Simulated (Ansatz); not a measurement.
The starting structures come from a database of crystals and need not be the phases stable at ambient conditions.

 Where the default PAW files enter, the runs use the earlier of Ansatz's two default sets.

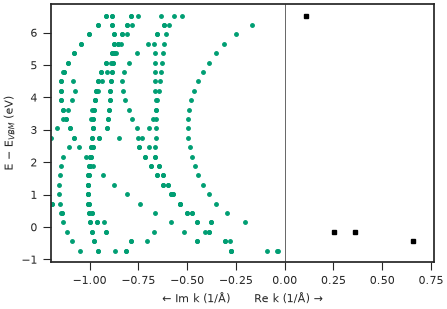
Figure. Complex bands at the centre of the two-dimensional zone; r2SCAN (Ansatz, a program for electronic structure)

The gap is the functional's own, uncorrected, and κ follows it; spin-orbit coupling is left out. Mid-gap values are interpolated between the computed energies.

Problem. This is CsBe₂BO₃F₂ (R32, not sure to be the ambient phase, 9 atoms a cell, 14.3 Å³ an atom, -3 GPa at this level) along the normal of (101). Read off the slowest decay at the centre of the two-dimensional zone at 3.33 eV, the computed energy nearest the middle of the gap.

Solution. κ ≈ 0.49 1/Å, a decay length 1/(2κ) of the density of 1.0 Å.
